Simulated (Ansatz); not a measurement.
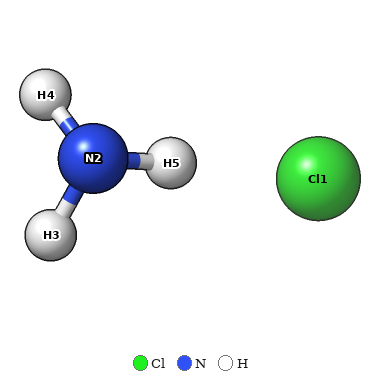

The system is the pair Cl···H₃N, charge −1; the picture shows the reference structure. The turn is about an axis along (0.74, 0.67, −0.06) in the frame of the relaxed pair, normal to the line between the partners. First axis: distance H5···Cl1. Second axis: turn of Cl1 about H5. The scan uses a 15 × 15 grid. Points are written as (first, second). Energies are in kJ/mol, from the lowest grid point. All numbers below come from RKS PBE-D4/def2-TZVPD in Ansatz.

Its coordinates:

```xyz
5

Cl   -0.1702   -0.0390   -2.5315
N    -0.1366    0.2232    0.7953
H     0.8729    0.3286    0.9419
H    -0.3287   -0.7543    1.0394
H    -0.2375    0.2415   -0.2451
```

Range: distance H5···Cl1 from 1.936 to 4.536 Å; turn of Cl1 about H5 from −60.0 to 60.0°.

**What landscape does the calculation give?**

The lowest grid point is at (2.237 Å, 0.0°). It is the only kind of minimum in the scanned range. The highest grid point, (1.936 Å, −60.0°), lies 110.4 kJ/mol above the lowest. Round the minimum the valley is somewhat tilted: raising distance H5···Cl1 shifts the best value of turn of Cl1 about H5 downwards (coupling k₁₂/√(k₁₁k₂₂) about 0.2).

```tsv
turn of Cl1 about H5 ↓, distance H5···Cl1 →	1.936	2.000	2.106	2.237	2.386	2.551	2.730	2.921	3.124	3.336	3.559	3.791	4.031	4.280	4.536
60.0	59.0	50.7	41.0	33.6	29.5	28.0	28.3	29.7	31.6	33.6	35.5	37.1	38.4	39.5	40.4
51.4	43.5	36.8	29.1	23.7	21.2	21.1	22.4	24.6	27.1	29.6	31.8	33.8	35.5	36.8	37.9
42.9	31.7	26.1	19.8	15.9	14.6	15.4	17.5	20.2	23.2	26.1	28.7	30.9	32.8	34.4	35.7
34.3	22.9	18.0	12.8	9.8	9.3	10.8	13.4	16.6	20.0	23.1	26.0	28.5	30.6	32.3	33.8
25.7	16.7	12.2	7.6	5.3	5.3	7.2	10.2	13.7	17.3	20.7	23.7	26.4	28.7	30.6	32.2
17.1	12.8	8.6	4.3	2.2	2.5	4.6	7.8	11.5	15.2	18.7	21.9	24.7	27.1	29.1	30.8
8.6	11.2	6.9	2.5	0.4	0.7	2.9	6.1	9.8	13.6	17.2	20.5	23.3	25.8	27.9	29.7
0.0	11.6	7.1	2.4	0.0	0.0	2.0	5.1	8.7	12.5	16.1	19.4	22.3	24.8	26.9	28.7
−8.6	14.3	9.3	3.9	0.8	0.3	1.9	4.7	8.1	11.8	15.3	18.6	21.5	24.0	26.2	28.0
−17.1	19.4	13.6	7.1	3.0	1.6	2.5	4.9	8.0	11.5	14.9	18.1	20.9	23.4	25.6	27.4
−25.7	27.3	20.3	12.2	6.6	4.0	3.9	5.6	8.3	11.4	14.6	17.7	20.5	22.9	25.1	26.9
−34.3	38.6	29.9	19.6	11.8	7.5	6.0	6.8	8.8	11.6	14.5	17.4	20.1	22.5	24.6	26.5
−42.9	54.6	43.5	29.9	19.1	12.3	9.0	8.4	9.6	11.8	14.4	17.1	19.7	22.1	24.2	26.0
−51.4	77.3	62.8	44.6	29.5	19.1	13.2	10.7	10.6	12.0	14.2	16.7	19.2	21.5	23.6	25.5
−60.0	110.4	91.0	66.0	44.4	28.9	19.0	13.8	11.9	12.2	13.8	16.0	18.4	20.7	22.9	24.8
```

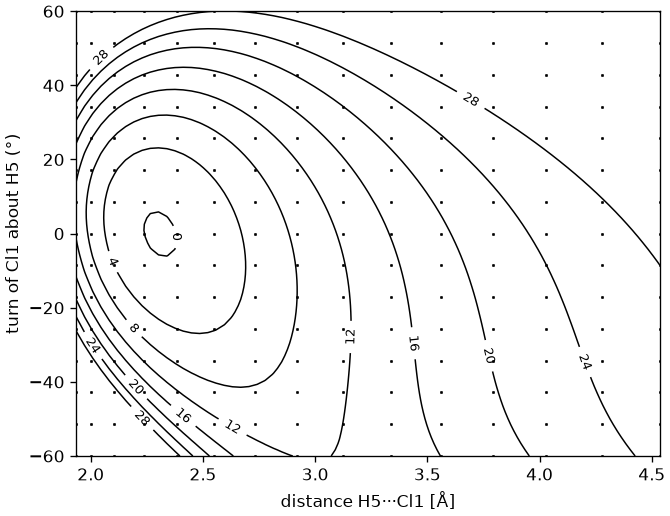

The picture shows contour lines labelled in kJ/mol (none above 28), dots at the grid points. Between grid points the surface is interpolated.

The whole map (225 points run) took 9 min on 1 thread of Intel(R) Xeon(R) Platinum 8259CL CPU @ 2.50GHz (Skylake/Cascade Lake), with other jobs on the host.
